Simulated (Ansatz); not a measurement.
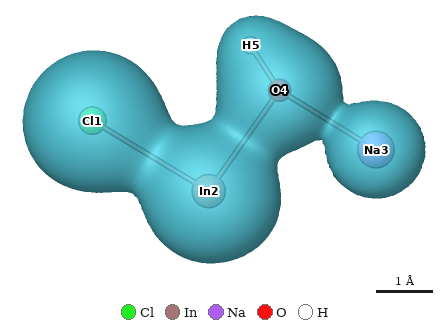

*ClHInNaO. Isosurface of the electron density at 0.2 e/Å³ (cyan), seen across its widest extent.*

Geometry: PBE0-D3(BJ)/def2-SVP; core potentials replace the inner electrons of In.

All numbers below come from isolated molecule in a Gaussian basis; Kohn-Sham density functional theory, functional PBE0 (Ansatz 0.2.0).

```yaml
atoms:
  - { symbol: Cl, position_ang: [-3.0402, -1.3497, 0.8955] }
  - { symbol: In, position_ang: [-0.6022, -1.1350, 0.8161] }
  - { symbol: Na, position_ang: [1.3733, 1.0489, -0.1236] }
  - { symbol: O, position_ang: [-0.6555, 0.8841, -0.0577] }
  - { symbol: H, position_ang: [-1.5584, 1.1915, -0.1947] }
```

**What does this surface tell about the bonding?**

At this value the surface is in one piece. It bridges the sampled Na–O (2.04 Å), In–O (2.20 Å), In–Cl (2.45 Å) and O–H (0.96 Å) contacts, where the density stays above the isovalue. On the grid the lowest density along these lines, outside the cores, is 0.29 e/Å³ (Na–O, 2.04 Å), 0.47 e/Å³ (In–O, 2.20 Å), 0.45 e/Å³ (In–Cl, 2.45 Å) and 2.4 e/Å³ (O–H, 0.96 Å).
